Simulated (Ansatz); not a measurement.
## Electronic structure of CH5Si (doublet) in real space

Input file:

```
crystal:
  periodic: [false, false, false]
  atoms:
    - { symbol: C, position_ang: [-0.12326, -0.80794, 0.0895] }
    - { symbol: Si, position_ang: [0.17796, 1.05397, 0.26219] }
    - { symbol: H, position_ang: [-0.20707, -1.09176, -0.9588] }
    - { symbol: H, position_ang: [0.69035, -1.38449, 0.52123] }
    - { symbol: H, position_ang: [-1.04188, -1.10943, 0.58527] }
    - { symbol: H, position_ang: [-0.94783, 1.85864, -0.19601] }
    - { symbol: H, position_ang: [1.45172, 1.48101, -0.30339] }
magnetization:
  spin_polarized: true
  initial_magnetization: 1
basis:
  gaussian: { orbitals: def2-mTZVP }
hamiltonian:
  xc: blyp
relax:
  f_tol: 0.02
  max_steps: 50
output:
  orbitals: {}
```

Command:

```sh
ansatz run input.yaml --threads 1 --pin off --max-ram 2048MiB --backend cpu --events-out ev --progress --plain --runs-dir out
```

The fields are those of the relaxed geometry.

The calculation used Ansatz 0.2.0, UKS BLYP/def2-mTZVP.

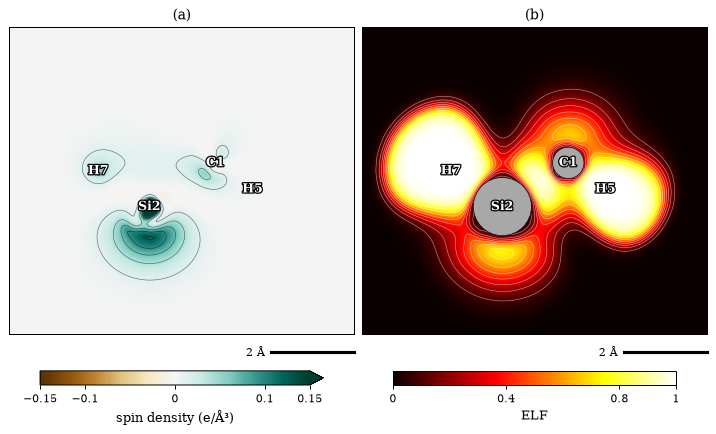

Figure 1. (a) spin density (α minus β); (b) ELF on the plane of atoms C1, Si2 and H7. Grey discs cover the atomic cores in the ELF map.

### Interpret the plot.

- The section cuts through C, Si and H sites.
- C–Si (1.90 Å): the ELF peaks at about 0.95 between the atoms, as expected for a shared electron pair.
- C–H (1.10 Å): the ELF climbs to about 1 towards the hydrogen, as it does in any bond to H; a covalent bond by its length.
- Si–H (1.50 Å): the ELF climbs to about 1 towards the hydrogen.
- The unpaired spin (1 electron) lies mostly on Si2 (about 0.8), in electrons by Hirshfeld's partition.

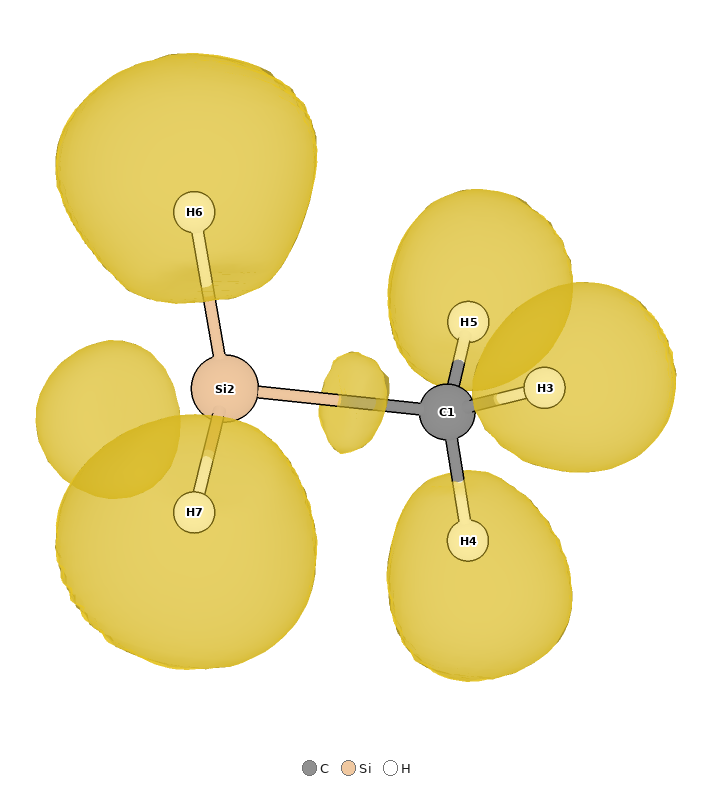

Figure 2. Isosurface of the electron localisation function at 0.9 (yellow), seen at an oblique angle. Core shells and regions of very low density are left out.

### Where are the electrons localised?

At this value the surface marks out one region between bonded C–Si atoms (shared pairs), five regions around hydrogen nuclei and one lobe on Si, pointing away from the bonds (non-bonding electrons).

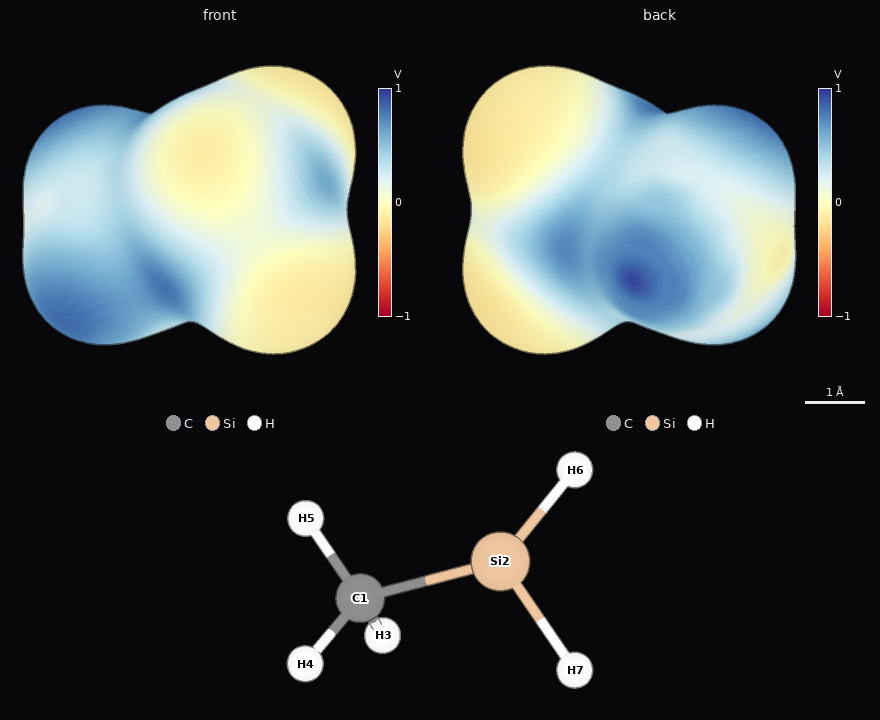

Figure 3. The molecular electrostatic potential painted on the density surface at 0.002 e/bohr³, seen from the front and from behind; red is negative and blue positive. The bare structure is drawn below in the same view.

### Describe the electrostatic potential map.

The most negative region (about −0.2 V) lies over H6 and H7, the most positive (about +0.9 V) over H3, H4 and H5.
